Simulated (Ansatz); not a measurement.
# KF (Carobbiite): the HSE06 gap against the k mesh of the hybrid

Aim: see how gap, energy and time of KF (Carobbiite) follow the k mesh of the hybrid.

Main program and level: Ansatz 0.2.0; DFT, HSE06, plane waves, PAW; PAW set soft_1.

## 1. Set-up

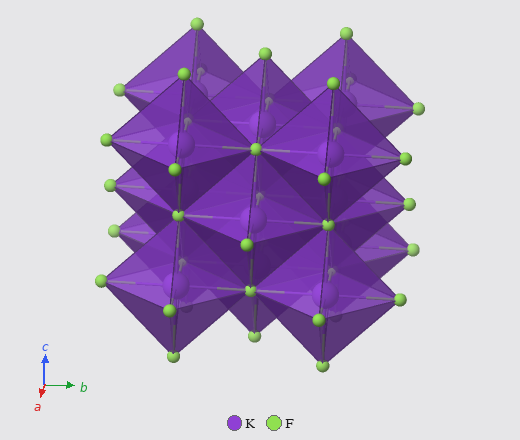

The starting structure, seen slightly off an axis (potassium purple, fluorine green). This picture shows the conventional cell, with its axes. Some periodic images of atoms are drawn too.

The cell and positions come from the Crystallography Open Database and are kept as given unless a step says otherwise.

## 2. k mesh of the hybrid: 2×2×2

The input, input.yaml:

```yaml
crystal:
  lattice:
    - [0.0, 2.67185, 2.67185]
    - [2.67185, 0.0, 2.67185]
    - [2.67185, 2.67185, 0.0]
  atoms:
    - { symbol: K, position: [0.0, 0.0, 0.0] }
    - { symbol: F, position: [0.5, 0.5, 0.5] }
kpoints:
  mp_grid: { grid: [2, 2, 2] }
  band_path:
    path:
      - [0.0, 0.0, 0.0]
      - [0.5, 0.0, 0.5]
      - [0.625, 0.25, 0.625]
      - [0.375, 0.375, 0.75]
      - [0.5, 0.5, 0.5]
      - [0.5, 0.25, 0.75]
    npoints: 1
hamiltonian:
  xc: hse06
  pseudopotentials: { kind: paw, azcp: { folder: soft_1 } }
scf:
  occupations: { method: fixed }
  n_extra_bands: 4
output:
  eigenvalues: true
```

On the command line:

```bash
> ansatz run input.yaml --threads 24 --pin off --max-ram 82944MiB --backend cuda --events-out ev --progress --plain --runs-dir out --devices 1 --max-vram 78GiB
```

Numbers of over 12 decimals in the logs are rounded to 6 here.

The program printed:

```text
scf.n_extra_bands = 4 over 8 filled bands (N_el = 16.0): the run solves 12 bands
exact exchange: scf.exx.singularity resolves to wigner_seitz, which cuts the screened interaction at the faces of the exchange supercell's Wigner-Seitz cell, so that each pair interacts once, at the shortest of its separations (the periodic images that this leaves out come, for a point-like exchange hole, to about 0.155 eV on a filled level). The cut falls within the interaction's reach, and what an exchange supercel [...]
GPUs: using 1 of 1 available (devices: 1).
Engine: ansatz 0.2.0, aarch64-unknown-linux-gnu
Pseudopotentials: kind: paw
Pseudopotential: K, paw, valence charge 9, recommended cutoff 420 eV (normal), soft_1/K.paw.azcp
Pseudopotential: F, paw, valence charge 7, recommended cutoff 420 eV (normal), soft_1/F.paw.azcp
Functional definition: HSE06
  parameter a = 0.25
  parameter omega = 0.11/bohr
  exchange = pbe_x - a*pbe_x_sr(omega) + a*exact_x_sr(omega)
  correlation = pbe_c
davidson cushion auto → on  (no smearing: the cushion is to keep the highest requested band from converging to the state above it; pin scf.eigensolver.cushion to override)
device memory: the entry about to start is reckoned to put 0.7 GiB on a device that reports 181.8 GiB free (of which the cap on the GPU budget leaves the run 78.0 GiB)
GPU FFT provider: cuFFT
GPU libraries: cuBLAS 13.8.1, cuFFT 12.4.0, cuSOLVER 12.3.2
GPU matrix products: emulated (plane waves: as basis.precision tells), large ones in fixed point in workspaces of 1.00 GiB
Crystal: 2 atoms, lattice volume = 38.148 Å³
Basis set: ecut = 420 eV, 725 PW (Γ)
Bands: 12, of which v1, the nominal top of the filled ones, is band 8 counted from 1 (7 counted from 0)
Symmetry: 48 space group operations
Space group: Fm-3m (ITA 225), of the structure as read, at distance tolerance 3.4e-5 Å
k-points: 3 of 8
Non-local potential: K, projectors of the file, l = 0: 3, l = 1: 2, l = 2: 2
Non-local potential: F, projectors of the file, l = 0: 2, l = 1: 2, l = 2: 1
PAW form: soft (Blöchl's): semilocal exchange-correlation on the pseudo side does not see the compensation charge
PAW frozen core: K, regenerated for the run's functional, and the local potential with it (the file was generated under x = pbe(κ = 0.804, μ = 0.219515), c = pbe(β = 0.066725))
PAW frozen core: F, regenerated for the run's functional, and the local potential with it (the file was generated under x = pbe(κ = 0.804, μ = 0.219515), c = pbe(β = 0.066725))
PAW one-centre angular grid: K, 110 points (default); XC on 64 Gauss nodes
PAW one-centre angular grid: F, 110 points (default); XC on 64 Gauss nodes
Initial density: superposition of atomic densities (chi_scale 0.1, normalization cell, long waves kept (reshape's long-wave potential 0.00 eV rms))
Initial wavefunctions: pseudopotential atomic-orbital guess
GPU buffer pool allocated for 19683 grid points (all kernels)
GPU transforms: local potential and band sums: pruned to the plane-wave sphere, on 25×25×25
Functional: x = pbe(κ = 0.804, μ = 0.219515), c = pbe(β = 0.066725), warm-up for x = pbe(κ = 0.804, μ = 0.219515) + 0.25 (exact − pbe) at short range (hse, ω = 0.207870 Å⁻¹), c = pbe(β = 0.066725); HSE06 as pw.x's `hse` composes it (authors' and Libxc's form: `xc: wpbeh`)
SCF iter   1: F=—  HF=-2351.686936 eV  |F-HF|=—  |Δ(HF+E_count)|=         —  Δρ=1.87e-1  dr2=1.15e1  ethr=1.00e-1  ⟨swp⟩=7.0  Hψ=146  notcnv=0
preconditioner: auto → none  [insulator: Δε(μ)=2.261 eV  Ē_g=16.174 eV  n_scr=14 (ndim 8)  ℏωp=22.5 eV  f_vac=0.000]
SCF iter   2: F=—  HF=-2350.345003 eV  |F-HF|=—  |Δ(HF+E_count)|=    1.34e0  Δρ=1.50e-1  dr2=5.34e0  ethr=7.18e-2  ⟨swp⟩=3.3  Hψ=110  notcnv=0
iter 3 solved again at ethr=1.03e-3 eV; its pass at ethr=3.34e-2 eV (dr2=1.64e-1 eV) is discarded
SCF iter   3: F=—  HF=-2348.761342 eV  |F-HF|=—  |Δ(HF+E_count)|=    1.58e0  Δρ=2.31e-2  dr2=1.58e-1  ethr=1.03e-3  ⟨swp⟩=3.7  Hψ=184  notcnv=0  defer=1
[...]
Frozen-core exchange: fock
SCF iter   1: F=—  HF=-2349.483897 eV  |F-HF|=—  |Δ(HF+E_count)|=         —  Δρ=8.77e-3  dr2=3.68e-2  ethr=5.09e-5  ⟨swp⟩=7.7  Hψ=158  notcnv=0
preconditioner: auto → none  [insulator: Δε(μ)=8.399 eV  Ē_g=20.374 eV  n_scr=14 (ndim 8)  ℏωp=22.5 eV  f_vac=0.119]
SCF iter   2: F=—  HF=-2349.475949 eV  |F-HF|=—  |Δ(HF+E_count)|=   7.95e-3  Δρ=4.21e-3  dr2=1.07e-2  ethr=5.09e-5  ⟨swp⟩=3.0  Hψ=100  notcnv=0
SCF iter   3: F=—  HF=-2349.474047 eV  |F-HF|=—  |Δ(HF+E_count)|=   1.90e-3  Δρ=2.45e-3  dr2=2.43e-3  ethr=4.58e-5  ⟨swp⟩=3.0  Hψ=105  notcnv=0
SCF iter   4: F=—  HF=-2349.475969 eV  |F-HF|=—  |Δ(HF+E_count)|=   1.92e-3  Δρ=1.03e-3  dr2=2.44e-4  ethr=1.40e-5  ⟨swp⟩=3.7  Hψ=96  notcnv=0
SCF iter   5: F=—  HF=-2349.475912 eV  |F-HF|=—  |Δ(HF+E_count)|=   5.64e-5  Δρ=3.58e-4  dr2=4.66e-5  ethr=1.41e-6  ⟨swp⟩=3.0  Hψ=90  notcnv=0
SCF iter   6: F=—  HF=-2349.476038 eV  |F-HF|=—  |Δ(HF+E_count)|=   1.26e-4  Δρ=3.01e-4  dr2=2.64e-5  ethr=1.90e-7  ⟨swp⟩=4.7  Hψ=114  notcnv=0  defer=1
SCF iter   7: F=-2349.476029 eV  HF=-2349.476030 eV  |F-HF|=5.83e-7  |Δ(HF+E_count)|=   7.91e-6  Δρ=4.90e-5  dr2=2.00e-6  ethr=1.56e-7  ⟨swp⟩=3.0  Hψ=88  notcnv=0
SCF 2 stopped early in 7 iterations: F = -2349.476029 eV  dr2 = 2.00e-6
hybrid outer 1: dexx = +3.087e-3 eV, tail = 8.39e-6 eV
GPU FFT provider: cuFFT
GPU libraries: cuBLAS 13.8.1, cuFFT 12.4.0, cuSOLVER 12.3.2
GPU matrix products: emulated (plane waves: as basis.precision tells), large ones in fixed point in workspaces of 1.00 GiB
GPU buffer pool allocated for 19683 grid points (all kernels)
GPU transforms: local potential and band sums: pruned to the plane-wave sphere, on 25×25×25
Exchange kernel: α = 0.2500, screened, ω = 0.2079 Å⁻¹, Wigner–Seitz truncation, v(0) = 676.3268 eV·Å³, q-mesh 2×2×2, nearest image of the exchange supercell L = 7.56 Å, pair-density grid 15×15×15, without the augmentation charges, whose exchange is taken in its separable form by FFT convolution over the k-point mesh (sized by the pseudopotential files, 24×24×24 at the most), smooth part of the exact exchange by density-matrix convolution in up to 101.3 MiB of GPU memory as planned if the GPU has room (build and FFT work areas not counted)
Frozen-core exchange: fock
SCF iter   1: F=—  HF=-2349.476141 eV  |F-HF|=—  |Δ(HF+E_count)|=         —  Δρ=8.68e-5  dr2=2.27e-6  ethr=2.62e-7  ⟨swp⟩=3.7  Hψ=96  notcnv=0
preconditioner: auto → none  [insulator: Δε(μ)=8.185 eV  Ē_g=20.233 eV  n_scr=14 (ndim 8)  ℏωp=22.5 eV  f_vac=0.145]
iter 2 solved again at ethr=2.05e-10 eV; its pass at ethr=1.37e-8 eV (dr2=3.28e-8 eV) is discarded
SCF iter   2: F=-2349.476141 eV  HF=-2349.476141 eV  |F-HF|=6.52e-9  |Δ(HF+E_count)|=   7.11e-7  Δρ=1.46e-5  dr2=3.97e-8  ethr=2.05e-10  ⟨swp⟩=3.7  Hψ=194  notcnv=0
SCF 3 converged in 2 iterations: F = -2349.476141 eV  dr2 = 3.97e-8
hybrid outer 2: dexx = +8.395e-8 eV, tail = 8.77e-8 eV, Δε = 3.24e-3 eV (about 4.30e-4 eV left of the loop's levels)
device memory: the entry about to start is reckoned to put 0.3 GiB on a device that reports 180.7 GiB free (of which the cap on the GPU budget leaves the run 78.0 GiB)
NSCF: frozen V_eff on 6 k-points
hybrid SCF converged: 2 outer / 9 inner (+5 warm-up), last move |dexx| = 8.39e-8 eV, tail = 8.77e-8 eV
Stability not checked: this state was not tested for a lower state beside it, because the functional holds exact exchange (a hybrid, or Hartree-Fock), whose exchange loop this test does not read (fock_operator; see scf.lower_state_search)
Free energy (F): -2349.476141 eV
Frozen-core exchange: fock
Harris-Foulkes:  -2349.476141 eV  (|F-HF|=6.52e-9)
Internal energy: -2349.476141 eV  (E = F + TS)
E sigma→0 (E₀):  -2349.476141 eV
Fermi energy:    -0.120469 eV
--- Per-component energies (eV) ---
  E_band       = -157.310991
  E_kinetic    = 456.154293
  E_local      = -1118.585746  (includes V_loc(G=0)·N_el)
  E_nonlocal   = 98.270274
  E_hartree    = 404.876141
  E_xc         = -171.008705
  E_vxc        = -211.011971  (∫ρ·V_xc dr)
  E_exx        = -50.853057  (= α·E_x^exact, valence–valence)
  E_paw        = -980.096774  (= ΣΔE_a)
  E_vpaw       = -90.186907  (= ΣTr[D̂ρ^β])
  E_aug_tail   = 0.000696  (compensation charges beyond the density's cutoff)
  E_ewald      = -988.061939
  E_core_change = -0.171325  (= ΣΔE_core)
  E_smearing   = -0.000000  (= −TS)
  E_closure    = -0.000000  (closes the sum)
  Σ components = -2349.476141   (vs F -2349.476141, Δ=-4.55e-13)
--- Band table (eV) ---
  k-point 0: bands = [... 4 lower, -9.6349, -0.1205, -0.1205, -0.1205, 8.0624, 12.8880, 12.8880, 12.8880]
  k-point 1: bands = [... 4 lower, -9.6654, -0.8897, -0.4688, -0.4688, 11.0879, 12.5470, 14.4057, 14.4057]
  k-point 2: bands = [... 4 lower, -9.8562, -0.3028, -0.1676, -0.1676, 10.1972, 12.5098, 13.8025, 16.0581]
```

Run time: 3.3 s. Hardware: 1 × NVIDIA GB200 (shared by 2 runs) with 24 threads of Arm Neoverse V2, shared host; peak memory 1.1 GiB; 5.2 s of CPU time.

Numbers from this step:

```yaml
gap: 8.183 eV
valence_top_at: Γ
conduction_bottom_at: Γ
least_direct_gap: 8.183 eV
exact_exchange_fraction: 0.25
```

The gap is direct, at Γ.

## 3. k mesh of the hybrid: 4×4×4

Changes to input.yaml since step 2:

```diff
@@ -9,3 +9,3 @@
 kpoints:
-  mp_grid: { grid: [2, 2, 2] }
+  mp_grid: { grid: [4, 4, 4] }
   band_path:
```

The program printed:

```text
[...]
GPUs: using 1 of 1 available (devices: 1).
[...]
GPU FFT provider: cuFFT
GPU libraries: cuBLAS 13.8.1, cuFFT 12.4.0, cuSOLVER 12.3.2
[...]
Crystal: 2 atoms, lattice volume = 38.148 Å³
Basis set: ecut = 420 eV, 725 PW (Γ)
Bands: 12, of which v1, the nominal top of the filled ones, is band 8 counted from 1 (7 counted from 0)
[... 1 set-up line as in the run before ...]
[...]
k-points: 8 of 64
[...]
E sigma→0 (E₀):  -2349.493505 eV
Fermi energy:    -0.139832 eV
[...]
--- Band table (eV; the first three rows and the last of 8) ---
  k-point 0: bands = [... 4 lower, -9.6298, -0.1398, -0.1398, -0.1398, 8.0421, 12.8869, 12.8869, 12.8869]
  k-point 1: bands = [... 4 lower, -9.6457, -0.5628, -0.3187, -0.3187, 9.5805, 12.1771, 13.6660, 13.6660]
  k-point 2: bands = [... 4 lower, -9.6612, -0.9203, -0.4913, -0.4913, 11.0800, 12.5352, 14.4040, 14.4040]
  k-point 7: bands = [... 4 lower, -9.7138, -0.5509, -0.2884, -0.2884, 11.7673, 11.7673, 13.4762, 15.7587]
[key lines of the parts left out:]
Free energy (F): -2349.493505 eV
```

Elapsed: 3.7 s, on 1 × NVIDIA GB200 (shared by 2 runs) with 24 threads; peak memory 1.1 GiB; 6.9 s of CPU time.

Numbers from this step:

| Quantity | Value |
| --- | --- |
| gap | 8.182 eV |
| valence top at | Γ |
| conduction bottom at | Γ |
| least direct gap | 8.182 eV |

The gap is 8.182 eV, −0.001 eV from the run before at this level.

## 4. The series

Differences are against the last row; a negative gap means that bands overlap, and a run with a band path holds that path's time. Times are wall times on 1 × NVIDIA GB200 (shared by 2 runs) with 24 threads of Arm Neoverse V2, shared host, good to a factor of about two.

```tsv
k mesh of the hybrid	gap (eV)	direct gap (eV)	gap error (eV)	energy error (meV/atom)	irreducible k	time
2×2×2	8.183	8.183	+0.001	+8.7	3	3.3 s
4×4×4	8.182	8.182	+0.000	+0.0	8	3.7 s
```

## 5. Summary of results

| Property | Result |
| --- | --- |
| 2×2×2 | 8.183 eV |
| 4×4×4 | 8.182 eV |

In words: The gap holds to 0.02 eV from 2×2×2 on, the cheapest setting tried. At 2×2×2 the gap is off by +0.001 eV and the energy by +9 meV/atom. The gap is read over the mesh and added points near the edges, so meshes differ mainly through the density and, for a hybrid, the exchange operator.

[Paths, hosts, dates, memory and timing lines, banners, echoed tables and standing remarks are left out of the program output.]

[Logs are printed without paths, hosts, clocks, repeated set-up lines and the standing remarks that a program may print on its own settings, such as how far it seeks lower states.]

[Runs of the session that timed out or met a known fault of the program may be left out.]

[Cells called generated may have been cut or substituted from an entry of the Crystallography Open Database or the Materials Project.]

[No measured gap is set beside runs whose start may be inverted or whose files or cutoffs have a known fault.]

[Hosts, paths, dates, database ids (printed as entryN), source tags and the programs' standing remarks are cut or masked in the printed files.]
